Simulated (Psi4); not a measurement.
# One shape, several levels: doublet C4H4O+

Wanted: a comparison of 3 runs (UHF/def2-SVP, UMP2/def2-SVP, UCCSD/def2-SVP) of doublet C4H4O+. 

Program for the calculation: Psi4 1.11.

## (1) The system as given

C4H4O+ has 9 atoms, charge +1, and is taken as a doublet. As SMILES of the parent species, `c1ccoc1`. Geometry: relaxed at PBE0-D4/def2-TZVP. That shape belongs to the parent species and isn't relaxed for this state.

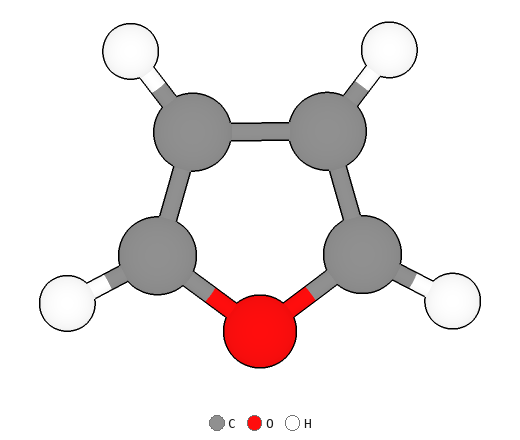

The structure, seen from a chosen angle (carbon grey, oxygen red, hydrogen white).

## (2) Energy and gradient at UHF/def2-SVP (run 1)

Contents of calc.dat:

```
memory 1.6 GB

molecule system {
  1 2
  C      0.53120201     1.84701831    -0.15873699
  C      1.54504008    -0.47016386    -1.09528526
  C     -0.00094486    -2.31453656    -0.23168042
  O     -1.89161585    -1.31789500     1.16482718
  C     -1.54447316     1.21150342     1.19222821
  H      1.25402226     3.72861862    -0.45523502
  H      3.20176297    -0.72244230    -2.25406532
  H     -0.01247219    -4.33994502    -0.43595982
  H     -2.91509152     2.29034806     2.24178210
  units au
  symmetry c1
}

set {
  basis def2-SVP
  reference uhf
  puream true
  e_convergence 1e-09
  d_convergence 1e-08
  scf_type pk
  maxiter 200
}

e_tot, wfn = gradient("scf", return_wfn=True)
```

Started as:

```bash
$ psi4 -i calc.dat -o calc.out -n 1
```

calc.out:

```text
[...]
  Running in c1 symmetry.
[...]
  Nuclear repulsion =  161.791644032132041
[...]
  Multiplicity = 2
[...]
  Nalpha       = 18
  Nbeta        = 17
[...]
    Number of basis functions: 90
[...]
   @UHF iter   1:  -228.08948068675232    5.54861e-02   3.76620e-03 ADIIS/DIIS
[...]
   @UHF iter  19:  -228.17202266999340   -2.89049e-11   5.79426e-09 DIIS
[...]
   @S^2 Observed:                8.038884715E-01
[...]
    Orbital Energies [Eh]
    ---------------------
    Alpha Occupied:
       1A    -20.868231     2A    -11.587081     3A    -11.587000
       4A    -11.504692     5A    -11.503776     6A     -1.721446
       7A     -1.355289     8A     -1.291967     9A     -1.074987
      10A     -1.041810    11A     -0.998795    12A     -0.913953
      13A     -0.870776    14A     -0.841041    15A     -0.820271
      16A     -0.804917    17A     -0.655999    18A     -0.639344
    Alpha Virtual:
      19A     -0.122307    20A     -0.025740    21A      0.012684
      22A      0.041811    23A      0.048506    24A      0.065408
      25A      0.092407    26A      0.130026    27A      0.199437
[...]
  @UHF Final Energy:  -228.17202266999340
   => Energetics <=
    Nuclear Repulsion Energy =            161.7916440321320408
    One-Electron Energy =                -620.6089073554342121
    Two-Electron Energy =                 230.6452406533088038
    Total Energy =                       -228.1720226699933960
  UHF NO Occupations:
  HONO-2 :   16  A 1.9989842
  HONO-1 :   17  A 1.9754997
[...]
 Multipole Moments:
 ------------------------------------------------------------------------------------
     Multipole            Electronic (a.u.)      Nuclear  (a.u.)        Total (a.u.)
 ------------------------------------------------------------------------------------
 L = 1.  Multiply by 2.5417464519 to convert [e a0] to [Debye]
 Dipole X            :         -0.9250852            1.4060030            0.4809178
 Dipole Y            :         -0.6339615            0.9627536            0.3287921
 Dipole Z            :          0.5656511           -0.8599652           -0.2943141
 Magnitude           :                                                    0.6526921
[...]
  -Total Gradient:
     Atom            X                  Y                   Z
    ------   -----------------  -----------------  -----------------
       1       -0.055116752124     0.020991636133     0.039946582063
       2       -0.015673350172    -0.069446866911     0.003366009367
       3        0.049390160057     0.020263297705    -0.031608732778
       4       -0.016345857259    -0.011202141455     0.010031944494
       5        0.040203090255     0.041106724359    -0.023242674640
       6       -0.000661730248    -0.000913887975     0.000355884663
       7       -0.000945461077    -0.000206112497     0.000624189406
       8       -0.001516071913     0.002192501932     0.001264425410
       9        0.000665972480    -0.002785151291    -0.000737627984
[...]
```

It took 4.2 s on 1 thread of AMD EPYC 9R45 (Zen 5), shared host; peak memory 0.31 GiB.

## (3) A single-point energy at UMP2/def2-SVP (run 2)

Contents of run.py:

```python
import numpy as np
from ase.calculators.psi4 import Psi4
from ase import Atoms

mol = Atoms(['C', 'C', 'C', 'O', 'C', 'H', 'H', 'H', 'H'], positions=[
    [0.281100, 0.977400, -0.084000],
    [0.817600, -0.248800, -0.579600],
    [-0.000500, -1.224800, -0.122600],
    [-1.001000, -0.697400, 0.616400],
    [-0.817300, 0.641100, 0.630900],
    [0.663600, 1.973100, -0.240900],
    [1.694300, -0.382300, -1.192800],
    [-0.006600, -2.296600, -0.230700],
    [-1.542600, 1.212000, 1.186300],
])
calc = Psi4(atoms=mol, method='mp2', basis='def2-SVP', memory='1600MB', num_threads=1, charge=1, multiplicity=2, label='c4h4o', reference='uhf')
calc.psi4.set_options({'puream': True, 'e_convergence': 1e-09, 'd_convergence': 1e-08, 'scf_type': 'pk', 'num_frozen_docc': 5, 'mp2_type': 'conv', 'maxiter': 200})
mol.calc = calc

print(f'energy: {mol.get_potential_energy():.6f} eV')
```

Started as:

```bash
$ python run.py
```

c4h4o.dat:

```text
[...]
  Running in c1 symmetry.
[...]
  Nuclear repulsion =  161.791643893696119
[...]
  Multiplicity = 2
[...]
  Nalpha       = 18
  Nbeta        = 17
[...]
    Number of basis functions: 90
[...]
   @UHF iter   1:  -228.08948068696859    5.54861e-02   3.76620e-03 ADIIS/DIIS
[...]
   @UHF iter  19:  -228.17202267045892   -2.87912e-11   5.79428e-09 DIIS
[...]
   @S^2 Observed:                8.038884719E-01
[...]
    Orbital Energies [Eh]
    ---------------------
    Alpha Occupied:
       1A    -20.868231     2A    -11.587081     3A    -11.587000
       4A    -11.504692     5A    -11.503776     6A     -1.721446
       7A     -1.355289     8A     -1.291967     9A     -1.074987
      10A     -1.041810    11A     -0.998795    12A     -0.913953
      13A     -0.870776    14A     -0.841041    15A     -0.820271
      16A     -0.804917    17A     -0.655999    18A     -0.639344
    Alpha Virtual:
      19A     -0.122307    20A     -0.025740    21A      0.012684
      22A      0.041811    23A      0.048506    24A      0.065408
      25A      0.092407    26A      0.130026    27A      0.199437
[...]
  @UHF Final Energy:  -228.17202267045892
   => Energetics <=
    Nuclear Repulsion Energy =            161.7916438936961185
    One-Electron Energy =                -620.6089070823240945
    Two-Electron Energy =                 230.6452405181690608
    Total Energy =                       -228.1720226704589152
  UHF NO Occupations:
  HONO-2 :   16  A 1.9989842
  HONO-1 :   17  A 1.9754997
[...]
 Multipole Moments:
 ------------------------------------------------------------------------------------
     Multipole            Electronic (a.u.)      Nuclear  (a.u.)        Total (a.u.)
 ------------------------------------------------------------------------------------
 L = 1.  Multiply by 2.5417464519 to convert [e a0] to [Debye]
 Dipole X            :         -0.9250852            1.4060030            0.4809177
 Dipole Y            :         -0.6339615            0.9627536            0.3287922
 Dipole Z            :          0.5656511           -0.8599652           -0.2943141
 Magnitude           :                                                    0.6526921
[...]
	SCS-MP2 Total Energy (a.u.)        :  -228.80852318093037
	SOS-MP2 Total Energy (a.u.)        :  -228.80018994189294
	SCSN-MP2 Total Energy (a.u.)       :  -228.47115472589741
[...]
	SOS-PI-MP2 Total Energy (a.u.)     :  -228.84851050123402
[...]
	MP2 Total Energy (a.u.)            :  -228.82518965900522
[...]
```

Standard output:

```text
energy: -6226.650568 eV
```

Wall time 3.9 s (1 thread of AMD EPYC 9R45 (Zen 5), shared host); peak memory 0.47 GiB.

## (4) The energy at UCCSD/def2-SVP (run 3)

Contents of c4h4o.xyz:

```xyz
9
C4H4O
C      0.281100     0.977400    -0.084000
C      0.817600    -0.248800    -0.579600
C     -0.000500    -1.224800    -0.122600
O     -1.001000    -0.697400     0.616400
C     -0.817300     0.641100     0.630900
H      0.663600     1.973100    -0.240900
H      1.694300    -0.382300    -1.192800
H     -0.006600    -2.296600    -0.230700
H     -1.542600     1.212000     1.186300
```

Contents of job.py:

```python
import psi4

psi4.set_memory('1600 MB')
psi4.set_num_threads(1)
psi4.set_output_file('run.log', False)

with open('c4h4o.xyz') as f:
    atoms = ''.join(f.readlines()[2:])
m = psi4.geometry('1 2\n' + atoms + 'symmetry c1')

psi4.set_options({
    'reference': 'uhf',
    'puream': True,
    'e_convergence': 1e-09,
    'd_convergence': 1e-08,
    'scf_type': 'pk',
    'num_frozen_docc': 5,
    'maxiter': 200,
})

result = psi4.energy('ccsd/def2-SVP')
print(f'ccsd/def2-SVP energy: {result:.10f} Eh')
```

Started as:

```bash
$ python job.py
```

run.log:

```text
[...]
  Running in c1 symmetry.
[...]
  Nuclear repulsion =  161.791643893696119
[...]
  Multiplicity = 2
[...]
  Nalpha       = 18
  Nbeta        = 17
[...]
    Number of basis functions: 90
[...]
   @UHF iter   1:  -228.08948068696853    5.54861e-02   3.76620e-03 DIIS/ADIIS
[...]
   @UHF iter  19:  -228.17202267045894   -2.92459e-11   5.79428e-09 DIIS
[...]
   @S^2 Observed:                8.038884719E-01
[...]
    Orbital Energies [Eh]
    ---------------------
    Alpha Occupied:
       1A    -20.868231     2A    -11.587081     3A    -11.587000
       4A    -11.504692     5A    -11.503776     6A     -1.721446
       7A     -1.355289     8A     -1.291967     9A     -1.074987
      10A     -1.041810    11A     -0.998795    12A     -0.913953
      13A     -0.870776    14A     -0.841041    15A     -0.820271
      16A     -0.804917    17A     -0.655999    18A     -0.639344
    Alpha Virtual:
      19A     -0.122307    20A     -0.025740    21A      0.012684
      22A      0.041811    23A      0.048506    24A      0.065408
      25A      0.092407    26A      0.130026    27A      0.199437
[...]
  @UHF Final Energy:  -228.17202267045894
   => Energetics <=
    Nuclear Repulsion Energy =            161.7916438936961185
    One-Electron Energy =                -620.6089070823225029
    Two-Electron Energy =                 230.6452405181674408
    Total Energy =                       -228.1720226704589436
  UHF NO Occupations:
  HONO-2 :   16  A 1.9989842
  HONO-1 :   17  A 1.9754997
[...]
 Multipole Moments:
 ------------------------------------------------------------------------------------
     Multipole            Electronic (a.u.)      Nuclear  (a.u.)        Total (a.u.)
 ------------------------------------------------------------------------------------
 L = 1.  Multiply by 2.5417464519 to convert [e a0] to [Debye]
 Dipole X            :         -0.9250852            1.4060030            0.4809177
 Dipole Y            :         -0.6339615            0.9627536            0.3287922
 Dipole Z            :          0.5656511           -0.8599652           -0.2943141
 Magnitude           :                                                    0.6526921
[...]
      * MP2 total energy                      = -228.825189659005929
[...]
      * CCSD total energy                     = -228.862721880634894
```

The script printed:

```text
ccsd/def2-SVP energy: -228.8627218806 Eh
```

Run time: 50 s. Hardware: 1 thread of AMD EPYC 9R45 (Zen 5), shared host; peak memory 0.63 GiB.

## (5) All runs side by side

| run | level | task | frozen core orbitals | energy (Eh) | HOMO energy (eV) | LUMO energy (eV) | ⟨S²⟩ | wall time |
| --- | --- | --- | --- | --- | --- | --- | --- | --- |
| 1 | UHF/def2-SVP | gradient | 0 | -228.172023 | -17.21 | -6.71 | 0.804 | 4.2 s |
| 2 | UMP2/def2-SVP | energy | 5 | -228.825190 | -17.21 | -6.71 | 0.804 | 3.9 s |
| 3 | UCCSD/def2-SVP | energy | 5 | -228.862722 | -17.21 | -6.71 | 0.804 | 50 s |

## (6) What came out

```
                                                         quantity          value
                                              run 3: total energy  -228.86272 Eh
run 3: HOMO energy (Hartree–Fock orbitals) (highest over α and β)      -17.21 eV
 run 3: LUMO energy (Hartree–Fock orbitals) (lowest over α and β)       -6.71 eV
               run 3: correlation energy (5 core orbitals frozen)     -690.7 mEh
                         run 3: ⟨S²⟩ of the reference determinant          0.804
                                             run 3: T1 diagnostic          0.028
```

**Reading.** Below the UHF energy at the same shape and in the same basis (def2-SVP): UMP2 -653.2 mEh; UCCSD -690.7 mEh. All runs together took 58 s, the longest 50 s.
